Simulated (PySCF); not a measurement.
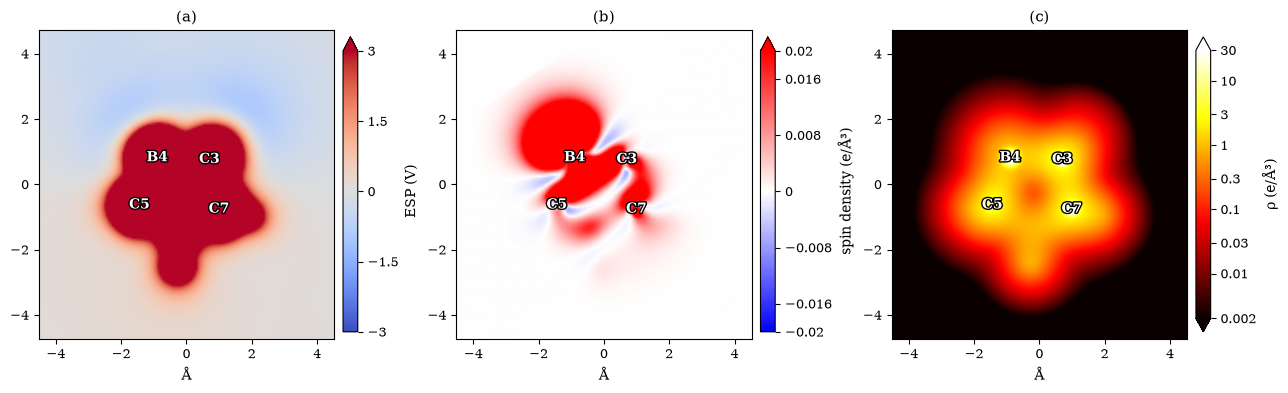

The picture shows: C4H10BOSi (SMILES [SiH3]O[C@H]1[B]CCC1) (doublet). (a) electrostatic potential; (b) spin density (α minus β); (c) electron density on the plane of atoms B4, C3 and C7.

Geometry: GFN2-xTB.

These are results of UKS B3LYP, pcH-1 on B C H O Si, non-relativistic, mean-field spin-orbit, GIAO (PySCF), not measurements.

```xyz
17

Si    2.3373   -0.4194    0.1003
O     1.5356    0.8335   -0.5123
C     0.1631    1.0527   -0.7594
B    -0.4838   -0.1332   -1.6031
C    -1.5064   -0.8913   -0.7017
C    -1.1917   -0.3858    0.7232
C    -0.6726    1.0438    0.5444
H     2.1103   -0.5913    1.5424
H     1.9777   -1.6859   -0.5519
H     3.6947    0.0165   -0.1872
H     0.1174    2.0498   -1.2190
H    -2.5153   -0.5713   -0.9861
H    -1.5165   -1.9804   -0.7492
H    -2.0622   -0.4212    1.3798
H    -0.4114   -1.0113    1.1596
H    -0.0698    1.3778    1.3888
H    -1.5135    1.7289    0.4215
```

Q: Interpret the plot.

A: Atoms in the plane: C and B. C–C (1.55 Å): the density is about 1.6 e/Å³ at the midpoint. C–B (1.56 Å): ρ is about 1.4 e/Å³ halfway. The unpaired spin (1 electron) lies mostly on B4 (about 0.8), in electrons by Hirshfeld's partition. Outside the dense part of the molecule the potential is most negative (−0.9 V) near O2, which lies off the plane.
